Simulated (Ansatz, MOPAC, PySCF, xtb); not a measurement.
Potential energy curve for BH, singlet.

Levels of theory: RHF/6-31G* = PySCF 2.14.0 with restricted Hartree-Fock/6-31G*, spherical d; GFN1-xTB (xtb); PM3, restricted, heats of formation (MOPAC); FCI = Ansatz (a first-principles code) with full CI/cc-pVDZ, frozen core.

Energies are in kcal/mol, each relative to the lowest point of its own curve near equilibrium.

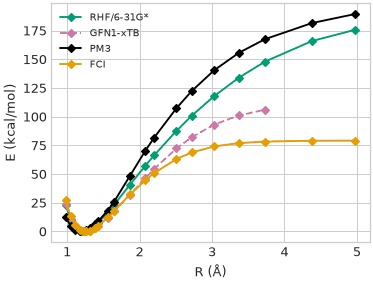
Fig. 1. Energy against bond length for each method.

```
R / Å  RHF/6-31G*  GFN1-xTB    PM3   FCI
-----  ----------  --------  -----  ----
0.98         23.3      23.6   12.7  27.2
1.05         10.4      10.9    4.6  13.2
1.11          4.0       4.7    1.2   5.9
1.18          0.5       1.0    0.0   1.4
1.22          0.0       0.1    0.3   0.3
1.24          0.0       0.0    0.7   0.1
1.26          0.3       0.0    1.2   0.0
1.31          1.5       0.7    2.9   0.6
1.39          5.1       3.2    6.7   3.1
1.43          7.4       5.0    9.0   4.9
1.56         16.4      12.0   18.2  12.2
1.65         23.3      17.5   26.1  18.0
1.87         40.9      32.2   48.7  32.3
2.08         57.3      46.6   70.3  44.7
2.20         66.2      54.4   81.6  50.8
2.51         87.7      72.3  107.4  63.2
2.72        100.8      82.1  122.3  68.8
3.03        117.9      93.1  140.4  74.1
3.37        133.9     101.1  155.6  77.0
3.73        147.9     106.1  167.5  78.3
4.38        165.9         —  181.6  79.0
4.98        175.8         —  189.5  79.2
```

At the longest distance, 4.98 Å, PM3 lies highest above its minimum (189.5 kcal/mol) and FCI lowest (79.2 kcal/mol).

A dash means that the run gave no value there, or that the column was ended at a point which the program doubted or which failed a test of continuity chosen for this set; such a test can also cut sound points.

The restricted form behind RHF/6-31G*, PM3 keeps the bonding electrons paired and can't separate into open-shell fragments.
